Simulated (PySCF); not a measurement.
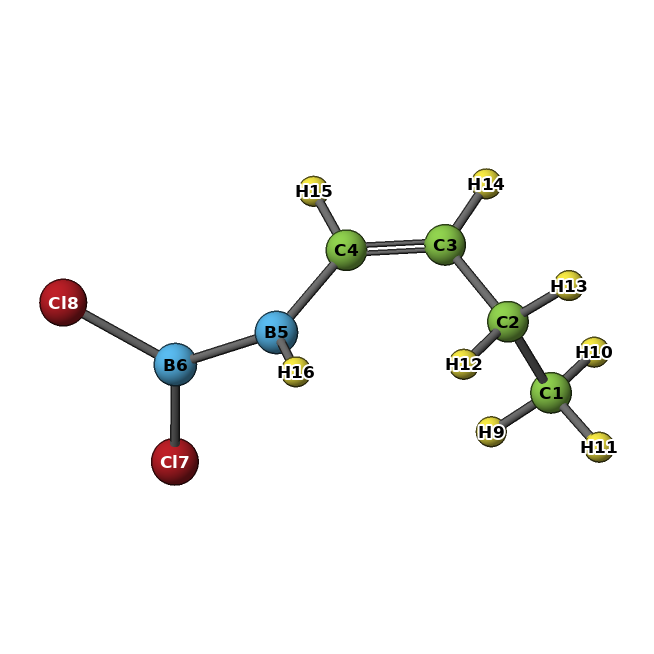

The questions are on isotropic NMR shieldings of the C atoms. The geometry was computed by an optimisation with GFN2-xTB. No frequency run is at hand to confirm it as a minimum. Properties computed with GIAO PBE0/pcSseg-1 NMR shielding, non-relativistic, gas phase (PySCF 2.14.0).

Give the isotropic NMR shieldings of the C atoms atom by atom.

| atom | σ (ppm) |
| --- | --- |
| C1 | 165.9 |
| C2 | 155.0 |
| C3 | 12.5 |
| C4 | 44.9 |

The geometry is semi-empirical. Around B such bond lengths and angles can be off by a tenth of an ångström or more and by several degrees, and values that hang on the shape move with them.
